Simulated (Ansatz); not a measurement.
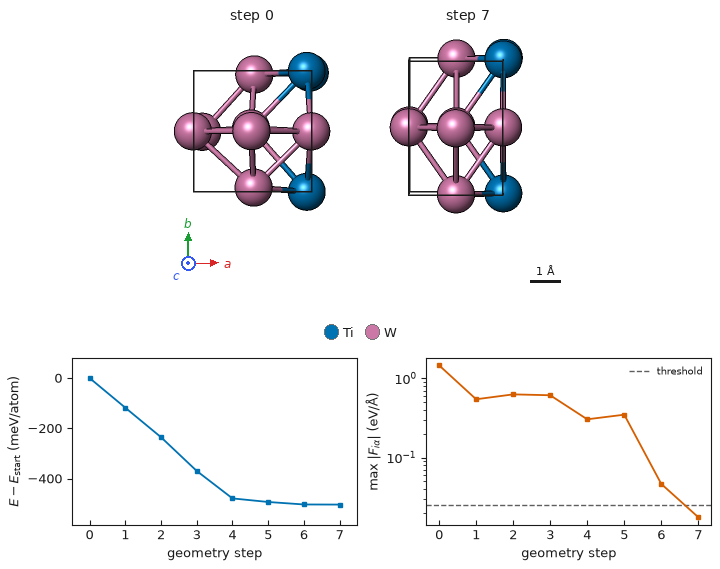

First and last geometry of a relaxation of crystalline TiW3 (a generated structure, set up in P1) (coarse preliminary run), with the history of the run. A ball-and-stick model of the cell of the calculation, reduced to other axes, seen along the c axis. Lengths and directions refer to the drawn axes.

Theory: DFT PBE, scalar-relativistic, plane waves, PAW (Ansatz).

Input
```yaml
crystal:
  lattice:
    - [-4.0599486182, -0.0558862443, 0.0004336234]
    - [0.0004336234, 0.0150820139, -3.9683437343]
    - [-0.1117724887, -8.2917099219, 0.0301640279]
  atoms:
    - { symbol: Ti, position: [-0.0016195654, 0.0435148176, 0.5127807559] }
    - { symbol: Ti, position: [-0.0166959667, 0.0170875142, 0.0081016349] }
    - { symbol: W, position: [0.5216210989, 0.514878725, 0.4894903887] }
    - { symbol: W, position: [0.5002357029, 0.5119714861, -0.0130070731] }
    - { symbol: W, position: [0.4986983669, 1.006103908, 0.7458982474] }
    - { symbol: W, position: [0.4948574869, 0.926840327, 0.2350833261] }
    - { symbol: W, position: [0.0340342382, 0.4925512812, 0.7517905863] }
    - { symbol: W, position: [-0.0311313616, 0.4870519408, 0.2698621338] }
basis:
  ecutwfc: 420
kpoints:
  mp_grid: { grid: [6, 6, 4] }
hamiltonian:
  xc: pbe
scf:
  occupations: { method: gaussian, width: 0.2 }
  lower_state_search: "off"
output:
  forces: true
  stress: true
  eigenvalues: true
relax:
  adjacent_minimum: "off"
  f_tol: 0.025
  max_steps: 60
  cell: { stress_tol: 0.25 }
```

Run as
```bash
ansatz run input.yaml --threads 1 --pin off --max-ram 2560MiB --backend cpu --events-out ev --progress --plain --runs-dir out
```

Q: Read the history and describe the run.

A: The run was cut off at its time limit before the program reported convergence, but its last step already meets the force threshold: the largest component is 0.018 eV/Å against 0.025 eV/Å. The pressure is within 0.12 GPa of its target. The atom that moves furthest relative to the cell is W6 (0.27 Å roughly along [−3 0 1]). By element the largest moves are W 0.27 Å, Ti 0.18 Å. The drawn cell changes as follows: a 3.968 → 3.162 Å (−20.3 %), b 4.060 → 4.496 Å (+10.7 %), c 8.293 → 9.003 Å (+8.6 %), α 88.4° → 90.0°, β 89.6° → 90.0°; the volume changes by −4.2 %. Among the contacts that change: W3–W3 3.968 → 3.162 Å, Ti1–Ti1 3.968 → 3.162 Å, W3–W8 2.538 → 3.180 Å, Ti2–W6 2.722 → 3.180 Å. The space group (tolerance 0.01 Å) goes from P1 (No. 1) to P4/mmm (No. 123). The energy falls by 504 meV per atom in 7 geometry steps. The largest force component goes from 1.5 to 0.018 eV/Å. The pressure goes from 2.15 to 0.12 GPa.

```
step  E − E(0), meV/atom  largest force component, eV/Å  pressure, GPa  volume, Å³/atom
   0                0.00                         1.4586           2.15           16.695
   1             -118.06                         0.5439           0.45           16.456
   2             -235.45                         0.6271           0.54           16.298
   3             -369.68                         0.6113           0.10           16.169
   4             -478.94                         0.3038           0.69           15.994
   5             -493.20                         0.3474           4.98           15.718
   6             -503.08                         0.0464          -1.22           16.089
   7             -503.53                         0.0176           0.12           16.002
```
